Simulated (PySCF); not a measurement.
## Electronic structure of C3H10N3Si2 (doublet) in real space

```yaml
atoms:
  - { symbol: N, position_ang: [4.3080, -0.3687, -0.0588] }
  - { symbol: C, position_ang: [3.2731, 0.2150, 0.6552] }
  - { symbol: C, position_ang: [2.0143, 0.3221, 0.1594] }
  - { symbol: C, position_ang: [0.9033, 0.4836, -0.3464] }
  - { symbol: Si, position_ang: [-0.8416, 0.4326, -0.9310] }
  - { symbol: N, position_ang: [-1.7706, 1.8517, -0.5563] }
  - { symbol: Si, position_ang: [-1.9708, -1.3733, -0.0553] }
  - { symbol: N, position_ang: [-3.2407, -0.7633, 0.9483] }
  - { symbol: H, position_ang: [4.1452, -0.4462, -1.0519] }
  - { symbol: H, position_ang: [5.2404, -0.0751, 0.1890] }
  - { symbol: H, position_ang: [3.4916, 0.4901, 1.6754] }
  - { symbol: H, position_ang: [-0.7547, 0.4825, -2.4024] }
  - { symbol: H, position_ang: [-1.4521, 2.7381, -0.9160] }
  - { symbol: H, position_ang: [-2.0737, 1.9731, 0.3971] }
  - { symbol: H, position_ang: [-1.2000, -2.2202, 0.8627] }
  - { symbol: H, position_ang: [-2.4449, -2.2860, -1.1191] }
  - { symbol: H, position_ang: [-3.8263, -0.0310, 0.5789] }
  - { symbol: H, position_ang: [-3.8091, -1.4186, 1.4612] }
```

Geometry: GFN2-xTB.

Method: UKS B3LYP, pcH-1 on C H N Si, non-relativistic, mean-field spin-orbit, GIAO in PySCF 2.14.0, density-fitted response routines.

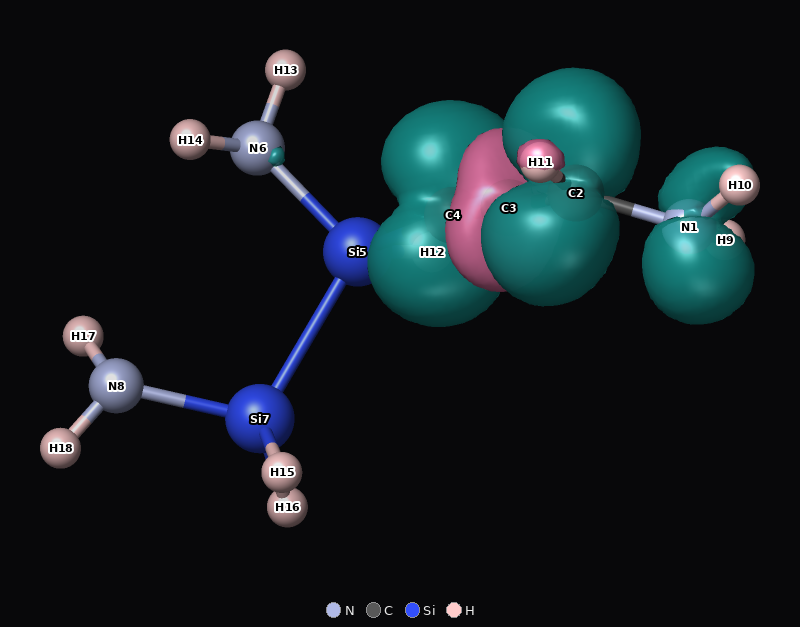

Figure 1. Isosurfaces of the spin density at +0.02 (teal) and −0.02 e/Å³ (pink), seen at a tilt.

Question: Which atoms carry the spin?

Answer: The unpaired spin (1 electron) lies mostly on C2 (about 0.4), C4 (about 0.3) and N1 (about 0.2), in electrons by Hirshfeld's partition.

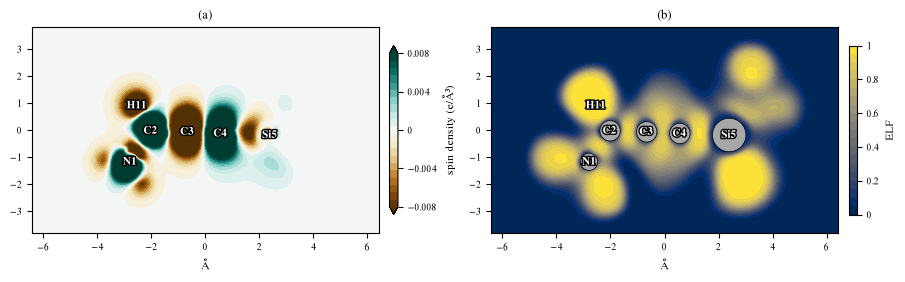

Figure 2. (a) spin density; (b) ELF on the plane of atoms N1, C2 and C3. Grey discs cover the atomic cores in the ELF map.

Question: Read the bonding off the picture.

Answer: The plane passes through N, C, Si and H nuclei. C–C (1.23 Å): the ELF peaks at about 0.90 between the atoms: a short, multiple covalent bond. C–N (1.39 Å): the ELF peaks at about 0.90 between the atoms, as expected for localised, covalent bonding. C–Si (1.84 Å): the ELF peaks at about 0.95 between the atoms (localised, covalent bonding). C–C (1.36 Å): the ELF peaks at about 0.95 between the atoms (localised, covalent bonding).

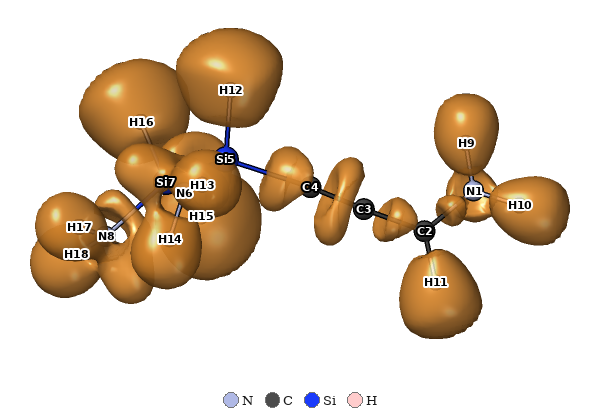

Figure 3. Isosurface of the electron localisation function at 0.8 (orange), seen from one side. Only the valence region is drawn (cores and ρ < 0.01 e/Å³ removed).

Question: What do the ELF domains correspond to?

Answer: The ELF exceeds this value in two regions between bonded C–C atoms (shared pairs), one region between bonded C–Si atoms (shared pairs), one region between bonded Si–Si atoms (shared pairs), four regions around hydrogen nuclei and three joined regions spread over several atoms (H, N), in which their bonds and any lone pairs are merged.

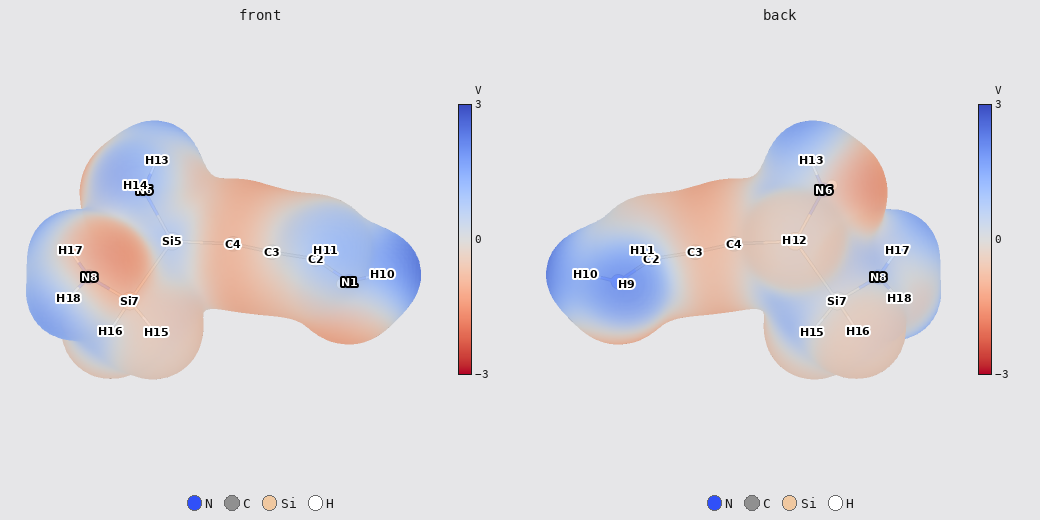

Figure 4. The molecular electrostatic potential painted on the density surface at 0.002 e/bohr³, seen from the front and from behind; red is negative and blue positive.

Question: Where is the surface potential most negative and most positive?

Answer: The most negative region (about −1.4 V) lies over N6 and N8, the most positive (about +2.1 V) over H10.
